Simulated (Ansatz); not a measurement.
# Tantalum, simple cubic under LDA: structure, energy and stiffness, part 2 of 2

The plan for tantalum in the simple cubic structure: relax it, solve it on a dense k-mesh, switch on spin-orbit coupling, then scale the cell to 7 volumes from 88 to 112 % of the relaxed one and try a fit of the equation of state. The k-meshes are 12×12×12 for the relaxation; 19×19×19 for the dense run; 12×12×12 for spin-orbit coupling; 13×13×13 for the volumes.

Ansatz 0.2.0; DFT, LDA (PW92), plane waves (420 eV) with PAW, scalar-relativistic.

### 5 Equation of state: 88 %

This is Ta in the simple cubic structure; at room conditions it is bcc.

File input.yaml:

```yaml
crystal:
  lattice:
    - [2.5718004957, 0.0, 0.0]
    - [0.0, 2.5718004957, 0.0]
    - [0.0, 0.0, 2.5718004957]
  atoms:
    - { symbol: Ta, position: [0.0, 0.0, 0.0] }
hamiltonian:
  xc: lda
  pseudopotentials:
    kind: paw
    azcp:
      Ta: "pseudopotentials/Ta.paw.azcp"
basis:
  ecutwfc: 420
  fft_grid_basis: typed
kpoints:
  mp_grid: { grid: [13, 13, 13], shift: [0, 0, 0] }
magnetization:
  spin_polarized: false
scf:
  occupations: { method: fermi_dirac, width: 0.1 }
  lower_state_search: "off"
output:
  stress: true
  write_density: true
  write_potential: true
  elf: true
  volumetric_format: npy
```

Log (excerpt; [...] marks lines left out):

```text
Warning: <dir> the record states the generating functional pbe (its physics header spells it `PBE`), which answers neither for hamiltonian.xc's functional nor for the lda family's — results may be inconsistent (PPs are generated against a specific XC)
Warning: RAYON_NUM_THREADS=2 ignored (pool sized by the plan → 2); use --threads N
[...]
Pseudopotentials: kind: paw
Pseudopotential: Ta, paw, valence charge 13, recommended cutoff 420 eV (normal), <dir>
Functional definition: SPW92
[...]
Crystal: 1 atoms, lattice volume = 17.010 Å³
Basis set: ecut = 420 eV, 341 PW (Γ)
Bands: 11, of which v1, the nominal top of the filled ones, is band 7 counted from 1 (6 counted from 0)
Symmetry: 48 space group operations
Space group: Pm-3m (ITA 221), of the structure as read, at distance tolerance 2.6e-5 Å
k-points: 84 of 2197
[...]
SCF iter   1: F=—  HF=-9681.332506 eV  |F-HF|=—  |Δ(HF+E_count)|=         —  Δρ=1.21e-2  dr2=2.36e-2  ethr=1.77e-3  ⟨swp⟩=5.1  Hψ=5425  notcnv=0
[...]
SCF iter   6: F=-9681.322916 eV  HF=-9681.322916 eV  |F-HF|=1.46e-11  |Δ(HF+E_count)|=  1.09e-10  Δρ=3.76e-7  dr2=1.66e-11  ethr=1.86e-11  ⟨swp⟩=5.4  Hψ=4798  notcnv=0
[...]
SCF converged after 6 iterations
Free energy (F): -9681.322916 eV
[...]
E sigma→0 (E₀):  -9681.310369 eV
Entropy (-TS):   -0.025092 eV (-25.092 meV/atom)
Fermi energy:    19.621297 eV
[...]
--- Stress (GPa, compression-positive) ---
       26.763691       0.000000      -0.000000
        0.000000      26.763691       0.000000
        0.000000       0.000000      26.763691
  P = ⅓ Tr σ = 26.7637 GPa (267.637 kbar)
--- Band table (eV; the first three rows and the last of 84) ---
  k-point 0: bands = ["-47.5678", "-13.1823", "-13.1823", "-13.1823", "11.6865", "16.1792", "16.1792", "27.1462", "27.1462", "27.1462", "35.8240"]
[...]
```

It took 1.3 s on 2 threads of an x86-64 CPU, shared host; peak memory 0.33 GiB.

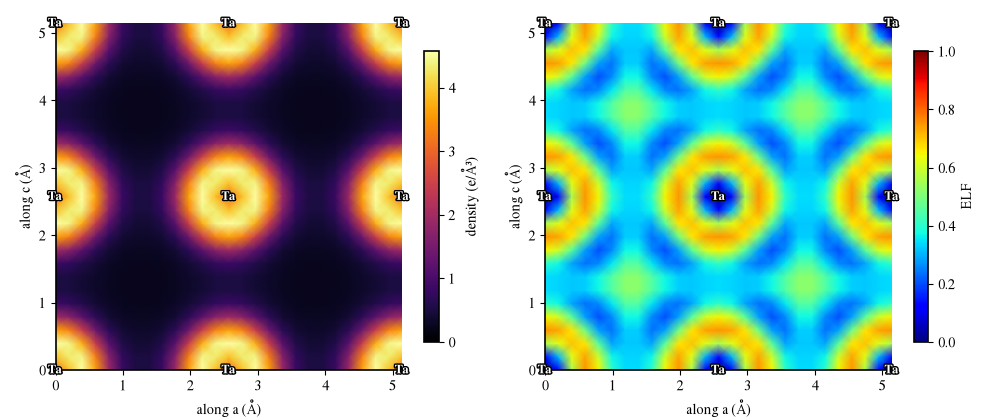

Density (left) and ELF (right) in a lattice plane of the grid's cell (edges 2.57 and 2.57 Å, at 0.000 of the third edge), which holds Ta. Only atoms in the plane are labelled. Both are smooth fields of the valence electrons: close to the nuclei they are not physical.

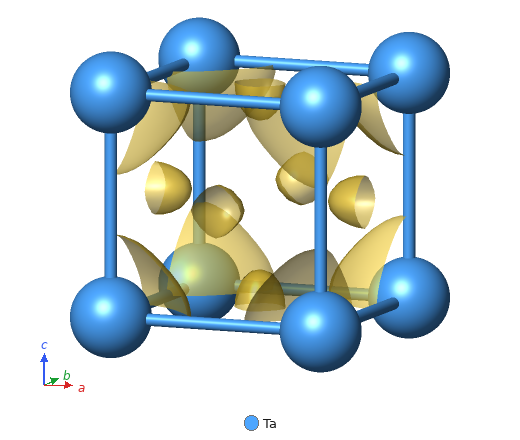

Surface of ELF = 0.46, drawn in one cell.

Outside the cores ELF peaks at 0.52 between the atoms, 1.7 Å from Ta.

### 6 Equation of state: 92 %

Changes to input.yaml since step 5:

```diff
@@ -2,5 +2,5 @@
   lattice:
-    - [2.5718004957, 0.0, 0.0]
-    - [0.0, 2.5718004957, 0.0]
-    - [0.0, 0.0, 2.5718004957]
+    - [2.6101912377, 0.0, 0.0]
+    - [0.0, 2.6101912377, 0.0]
+    - [0.0, 0.0, 2.6101912377]
   atoms:
```

Log (excerpt; [...] marks lines left out):

```text
Warning: <dir> the record states the generating functional pbe (its physics header spells it `PBE`), which answers neither for hamiltonian.xc's functional nor for the lda family's — results may be inconsistent (PPs are generated against a specific XC)
Warning: RAYON_NUM_THREADS=2 ignored (pool sized by the plan → 2); use --threads N
[...]
Pseudopotentials: kind: paw
Pseudopotential: Ta, paw, valence charge 13, recommended cutoff 420 eV (normal), <dir>
Functional definition: SPW92
[...]
Crystal: 1 atoms, lattice volume = 17.783 Å³
Basis set: ecut = 420 eV, 365 PW (Γ)
Bands: 11, of which v1, the nominal top of the filled ones, is band 7 counted from 1 (6 counted from 0)
Symmetry: 48 space group operations
Space group: Pm-3m (ITA 221), of the structure as read, at distance tolerance 2.6e-5 Å
k-points: 84 of 2197
[...]
SCF iter   1: F=—  HF=-9681.431695 eV  |F-HF|=—  |Δ(HF+E_count)|=         —  Δρ=9.50e-3  dr2=1.68e-2  ethr=1.77e-3  ⟨swp⟩=5.1  Hψ=5367  notcnv=0
[...]
SCF iter   6: F=-9681.424864 eV  HF=-9681.424864 eV  |F-HF|=1.71e-10  |Δ(HF+E_count)|=   4.41e-9  Δρ=2.17e-6  dr2=2.87e-10  ethr=8.81e-11  ⟨swp⟩=5.3  Hψ=4811  notcnv=0
[...]
SCF converged after 6 iterations
Free energy (F): -9681.424864 eV
[...]
E sigma→0 (E₀):  -9681.411895 eV
Entropy (-TS):   -0.025937 eV (-25.937 meV/atom)
Fermi energy:    18.627971 eV
[...]
--- Stress (GPa, compression-positive) ---
       15.862054      -0.000000       0.000000
       -0.000000      15.862054       0.000000
        0.000000       0.000000      15.862054
  P = ⅓ Tr σ = 15.8621 GPa (158.621 kbar)
--- Band table (eV; the first three rows and the last of 84) ---
  k-point 0: bands = ["-48.5826", "-14.2960", "-14.2960", "-14.2960", "10.8614", "15.4076", "15.4076", "25.7959", "25.7959", "25.7959", "34.3829"]
[...]
```

Wall time 1.2 s (2 threads of an x86-64 CPU, shared host); peak memory 0.33 GiB.

### 7 Equation of state: 96 %

Changes to input.yaml since step 6:

```diff
@@ -2,5 +2,5 @@
   lattice:
-    - [2.6101912377, 0.0, 0.0]
-    - [0.0, 2.6101912377, 0.0]
-    - [0.0, 0.0, 2.6101912377]
+    - [2.6474847225, 0.0, 0.0]
+    - [0.0, 2.6474847225, 0.0]
+    - [0.0, 0.0, 2.6474847225]
   atoms:
@@ -25,5 +25 @@
   stress: true
-  write_density: true
-  write_potential: true
-  elf: true
-  volumetric_format: npy
```

Log (excerpt; [...] marks lines left out):

```text
Warning: <dir> the record states the generating functional pbe (its physics header spells it `PBE`), which answers neither for hamiltonian.xc's functional nor for the lda family's — results may be inconsistent (PPs are generated against a specific XC)
Warning: RAYON_NUM_THREADS=2 ignored (pool sized by the plan → 2); use --threads N
[...]
Pseudopotentials: kind: paw
Pseudopotential: Ta, paw, valence charge 13, recommended cutoff 420 eV (normal), <dir>
Functional definition: SPW92
[...]
Crystal: 1 atoms, lattice volume = 18.557 Å³
Basis set: ecut = 420 eV, 365 PW (Γ)
Bands: 11, of which v1, the nominal top of the filled ones, is band 7 counted from 1 (6 counted from 0)
Symmetry: 48 space group operations
Space group: Pm-3m (ITA 221), of the structure as read, at distance tolerance 2.6e-5 Å
k-points: 84 of 2197
[...]
SCF iter   1: F=—  HF=-9681.484189 eV  |F-HF|=—  |Δ(HF+E_count)|=         —  Δρ=7.55e-3  dr2=1.22e-2  ethr=1.77e-3  ⟨swp⟩=5.0  Hψ=5357  notcnv=0
[...]
SCF iter   6: F=-9681.479291 eV  HF=-9681.479291 eV  |F-HF|=1.06e-10  |Δ(HF+E_count)|=   6.10e-9  Δρ=2.07e-6  dr2=2.50e-10  ethr=1.18e-10  ⟨swp⟩=2.0  Hψ=3069  notcnv=0
[...]
SCF converged after 6 iterations
Free energy (F): -9681.479291 eV
[...]
E sigma→0 (E₀):  -9681.465725 eV
Entropy (-TS):   -0.027132 eV (-27.132 meV/atom)
Fermi energy:    17.718079 eV
[...]
--- Stress (GPa, compression-positive) ---
        6.996327       0.000000       0.000000
        0.000000       6.996327       0.000000
        0.000000       0.000000       6.996327
  P = ⅓ Tr σ = 6.9963 GPa (69.963 kbar)
```

Wall time 0.69 s (2 threads of an x86-64 CPU, shared host); peak memory 0.32 GiB.

### 8 Equation of state: 100 %

Changes to input.yaml since step 7:

```diff
@@ -2,5 +2,5 @@
   lattice:
-    - [2.6474847225, 0.0, 0.0]
-    - [0.0, 2.6474847225, 0.0]
-    - [0.0, 0.0, 2.6474847225]
+    - [2.6837561437, 0.0, 0.0]
+    - [0.0, 2.6837561437, 0.0]
+    - [0.0, 0.0, 2.6837561437]
   atoms:
```

Log (excerpt; [...] marks lines left out):

```text
Warning: <dir> the record states the generating functional pbe (its physics header spells it `PBE`), which answers neither for hamiltonian.xc's functional nor for the lda family's — results may be inconsistent (PPs are generated against a specific XC)
Warning: RAYON_NUM_THREADS=2 ignored (pool sized by the plan → 2); use --threads N
[...]
Pseudopotentials: kind: paw
Pseudopotential: Ta, paw, valence charge 13, recommended cutoff 420 eV (normal), <dir>
Functional definition: SPW92
[...]
Crystal: 1 atoms, lattice volume = 19.330 Å³
Basis set: ecut = 420 eV, 389 PW (Γ)
Bands: 11, of which v1, the nominal top of the filled ones, is band 7 counted from 1 (6 counted from 0)
Symmetry: 48 space group operations
Space group: Pm-3m (ITA 221), of the structure as read, at distance tolerance 2.7e-5 Å
k-points: 84 of 2197
[...]
SCF iter   1: F=—  HF=-9681.498521 eV  |F-HF|=—  |Δ(HF+E_count)|=         —  Δρ=6.16e-3  dr2=9.07e-3  ethr=1.77e-3  ⟨swp⟩=5.1  Hψ=5359  notcnv=0
[...]
SCF iter   6: F=-9681.495020 eV  HF=-9681.495020 eV  |F-HF|=1.16e-10  |Δ(HF+E_count)|=   7.08e-9  Δρ=1.93e-6  dr2=2.64e-10  ethr=1.33e-10  ⟨swp⟩=2.0  Hψ=3103  notcnv=0
[...]
SCF converged after 6 iterations
Free energy (F): -9681.495020 eV
[...]
E sigma→0 (E₀):  -9681.480705 eV
Entropy (-TS):   -0.028629 eV (-28.629 meV/atom)
Fermi energy:    16.881982 eV
[...]
--- Stress (GPa, compression-positive) ---
       -0.234738      -0.000000       0.000000
       -0.000000      -0.234738       0.000000
        0.000000       0.000000      -0.234738
  P = ⅓ Tr σ = -0.2347 GPa (-2.347 kbar)
```

It took 0.75 s on 2 threads of an x86-64 CPU, shared host; peak memory 0.33 GiB.

### 9 Equation of state: 104 %

Changes to input.yaml since step 8:

```diff
@@ -2,5 +2,5 @@
   lattice:
-    - [2.6837561437, 0.0, 0.0]
-    - [0.0, 2.6837561437, 0.0]
-    - [0.0, 0.0, 2.6837561437]
+    - [2.7190727746, 0.0, 0.0]
+    - [0.0, 2.7190727746, 0.0]
+    - [0.0, 0.0, 2.7190727746]
   atoms:
```

Log (excerpt; [...] marks lines left out):

```text
Warning: <dir> the record states the generating functional pbe (its physics header spells it `PBE`), which answers neither for hamiltonian.xc's functional nor for the lda family's — results may be inconsistent (PPs are generated against a specific XC)
Warning: RAYON_NUM_THREADS=2 ignored (pool sized by the plan → 2); use --threads N
[...]
Pseudopotentials: kind: paw
Pseudopotential: Ta, paw, valence charge 13, recommended cutoff 420 eV (normal), <dir>
Functional definition: SPW92
[...]
Crystal: 1 atoms, lattice volume = 20.103 Å³
Basis set: ecut = 420 eV, 389 PW (Γ)
Bands: 11, of which v1, the nominal top of the filled ones, is band 7 counted from 1 (6 counted from 0)
Symmetry: 48 space group operations
Space group: Pm-3m (ITA 221), of the structure as read, at distance tolerance 2.7e-5 Å
k-points: 84 of 2197
[...]
SCF iter   1: F=—  HF=-9681.481686 eV  |F-HF|=—  |Δ(HF+E_count)|=         —  Δρ=5.29e-3  dr2=6.98e-3  ethr=1.77e-3  ⟨swp⟩=5.0  Hψ=5311  notcnv=0
[...]
SCF iter   6: F=-9681.479135 eV  HF=-9681.479135 eV  |F-HF|=8.37e-11  |Δ(HF+E_count)|=   5.17e-9  Δρ=1.63e-6  dr2=2.09e-10  ethr=9.74e-11  ⟨swp⟩=2.0  Hψ=3143  notcnv=0
[...]
SCF converged after 6 iterations
Free energy (F): -9681.479135 eV
[...]
E sigma→0 (E₀):  -9681.463949 eV
Entropy (-TS):   -0.030372 eV (-30.372 meV/atom)
Fermi energy:    16.110832 eV
[...]
--- Stress (GPa, compression-positive) ---
       -6.150281       0.000000       0.000000
        0.000000      -6.150281       0.000000
        0.000000       0.000000      -6.150281
  P = ⅓ Tr σ = -6.1503 GPa (-61.503 kbar)
```

It took 0.65 s on 2 threads of an x86-64 CPU, shared host; peak memory 0.33 GiB.

### 10 Equation of state: 108 %

Changes to input.yaml since step 9:

```diff
@@ -2,5 +2,5 @@
   lattice:
-    - [2.7190727746, 0.0, 0.0]
-    - [0.0, 2.7190727746, 0.0]
-    - [0.0, 0.0, 2.7190727746]
+    - [2.7534950715, 0.0, 0.0]
+    - [0.0, 2.7534950715, 0.0]
+    - [0.0, 0.0, 2.7534950715]
   atoms:
@@ -25 +25,5 @@
   stress: true
+  write_density: true
+  write_potential: true
+  elf: true
+  volumetric_format: npy
```

Log (excerpt; [...] marks lines left out):

```text
Warning: <dir> the record states the generating functional pbe (its physics header spells it `PBE`), which answers neither for hamiltonian.xc's functional nor for the lda family's — results may be inconsistent (PPs are generated against a specific XC)
Warning: RAYON_NUM_THREADS=2 ignored (pool sized by the plan → 2); use --threads N
[...]
Pseudopotentials: kind: paw
Pseudopotential: Ta, paw, valence charge 13, recommended cutoff 420 eV (normal), <dir>
Functional definition: SPW92
[...]
Crystal: 1 atoms, lattice volume = 20.876 Å³
Basis set: ecut = 420 eV, 437 PW (Γ)
Bands: 11, of which v1, the nominal top of the filled ones, is band 7 counted from 1 (6 counted from 0)
Symmetry: 48 space group operations
Space group: Pm-3m (ITA 221), of the structure as read, at distance tolerance 2.8e-5 Å
k-points: 84 of 2197
[...]
SCF iter   1: F=—  HF=-9681.439222 eV  |F-HF|=—  |Δ(HF+E_count)|=         —  Δρ=4.82e-3  dr2=5.55e-3  ethr=1.77e-3  ⟨swp⟩=5.1  Hψ=5309  notcnv=0
[...]
SCF iter   6: F=-9681.437370 eV  HF=-9681.437370 eV  |F-HF|=1.18e-10  |Δ(HF+E_count)|=   9.70e-9  Δρ=1.95e-6  dr2=3.02e-10  ethr=1.86e-10  ⟨swp⟩=5.5  Hψ=4735  notcnv=0
[...]
SCF converged after 6 iterations
Free energy (F): -9681.437370 eV
[...]
E sigma→0 (E₀):  -9681.421209 eV
Entropy (-TS):   -0.032322 eV (-32.322 meV/atom)
Fermi energy:    15.396824 eV
[...]
--- Stress (GPa, compression-positive) ---
      -10.999629       0.000000       0.000000
        0.000000     -10.999629       0.000000
        0.000000       0.000000     -10.999629
  P = ⅓ Tr σ = -10.9996 GPa (-109.996 kbar)
--- Band table (eV; the first three rows and the last of 84) ---
  k-point 0: bands = ["-52.0358", "-18.0049", "-18.0049", "-18.0049", "8.2227", "12.8347", "12.8347", "21.3384", "21.3384", "21.3384", "29.6044"]
[...]
```

Wall time 0.81 s (2 threads of an x86-64 CPU, shared host); peak memory 0.34 GiB.

### 11 Equation of state: 112 %

Changes to input.yaml since step 10:

```diff
@@ -2,5 +2,5 @@
   lattice:
-    - [2.7534950715, 0.0, 0.0]
-    - [0.0, 2.7534950715, 0.0]
-    - [0.0, 0.0, 2.7534950715]
+    - [2.7870775894, 0.0, 0.0]
+    - [0.0, 2.7870775894, 0.0]
+    - [0.0, 0.0, 2.7870775894]
   atoms:
@@ -25,5 +25 @@
   stress: true
-  write_density: true
-  write_potential: true
-  elf: true
-  volumetric_format: npy
```

Log (excerpt; [...] marks lines left out):

```text
Warning: <dir> the record states the generating functional pbe (its physics header spells it `PBE`), which answers neither for hamiltonian.xc's functional nor for the lda family's — results may be inconsistent (PPs are generated against a specific XC)
Warning: RAYON_NUM_THREADS=2 ignored (pool sized by the plan → 2); use --threads N
[...]
Pseudopotentials: kind: paw
Pseudopotential: Ta, paw, valence charge 13, recommended cutoff 420 eV (normal), <dir>
Functional definition: SPW92
[...]
Crystal: 1 atoms, lattice volume = 21.649 Å³
Basis set: ecut = 420 eV, 437 PW (Γ)
Bands: 11, of which v1, the nominal top of the filled ones, is band 7 counted from 1 (6 counted from 0)
Symmetry: 48 space group operations
Space group: Pm-3m (ITA 221), of the structure as read, at distance tolerance 2.8e-5 Å
k-points: 84 of 2197
[...]
SCF iter   1: F=—  HF=-9681.375771 eV  |F-HF|=—  |Δ(HF+E_count)|=         —  Δρ=4.69e-3  dr2=4.68e-3  ethr=1.77e-3  ⟨swp⟩=5.0  Hψ=5324  notcnv=0
[...]
SCF iter   6: F=-9681.374373 eV  HF=-9681.374373 eV  |F-HF|=1.51e-10  |Δ(HF+E_count)|=   1.13e-8  Δρ=2.22e-6  dr2=4.23e-10  ethr=2.24e-10  ⟨swp⟩=2.0  Hψ=3173  notcnv=0
[...]
SCF converged after 6 iterations
Free energy (F): -9681.374373 eV
[...]
E sigma→0 (E₀):  -9681.357155 eV
Entropy (-TS):   -0.034434 eV (-34.434 meV/atom)
Fermi energy:    14.733297 eV
[...]
--- Stress (GPa, compression-positive) ---
      -14.977848       0.000000       0.000000
        0.000000     -14.977848       0.000000
        0.000000       0.000000     -14.977848
  P = ⅓ Tr σ = -14.9778 GPa (-149.778 kbar)
```

Wall time 0.65 s (2 threads of an x86-64 CPU, shared host); peak memory 0.34 GiB.

### 12 Energy and pressure against volume

The cell was scaled evenly, with its shape and the fractional positions fixed.

| V (Å³/atom) | E − E₀ (meV/atom) | P from the stress (GPa) | P from the fit (GPa) |
| --- | --- | --- | --- |
| 17.010 | 170.4 | 26.76 | 26.69 |
| 17.783 | 68.9 | 15.86 | 15.76 |
| 18.557 | 15.0 | 7.00 | 6.86 |
| 19.330 | 0.1 | -0.23 | -0.40 |
| 20.103 | 16.8 | -6.15 | -6.34 |
| 20.876 | 59.6 | -11.00 | -11.21 |
| 21.649 | 123.6 | -14.98 | -15.20 |

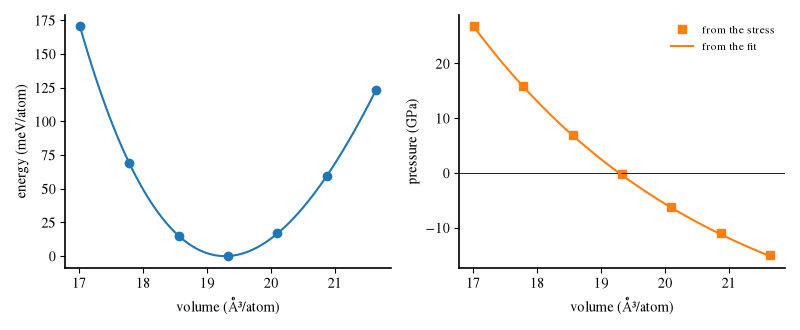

Energy and pressure against volume; the lines are the Birch-Murnaghan fit.

A third-order Birch-Murnaghan fit gives V₀ = 19.283 Å³/atom, B₀ = 166 GPa and B₀′ = 4.0; it misses no point by more than 0.01 meV/atom.

The fit is made to E(σ → 0), while the stress belongs to the free energy F; that is one source of the offset between the two pressures.

### 13 Results

The summary covers parts 1 to 2.

```
                      quantity                         value
space group (spins left aside)               Pm-3m (No. 221)
             conventional cell                   a = 2.684 Å
                        volume                19.330 Å³/atom
             shortest distance                       2.684 Å
               gap on the mesh  none (levels filled in part)
               relative to bcc                +1144 meV/atom
                   V₀, B₀, B₀′  19.283 Å³/atom, 166 GPa, 4.0
```

In words: The relaxation shrank the cell by 0.9 % in volume. Against the reference form of tantalum (bcc, computed apart with the same settings) it stands 1144 meV/atom higher, so it is far from stable. Levels at the Fermi energy are filled in part, as in a metal. The total energy of the spin-orbit run lies -21.7 eV/atom from the scalar one, but the two kinds of run don't share a zero of energy: only differences within one kind count. B₀ comes out at 166 GPa. The symmetry was held, so the structure may be unstable against distortions that break it.
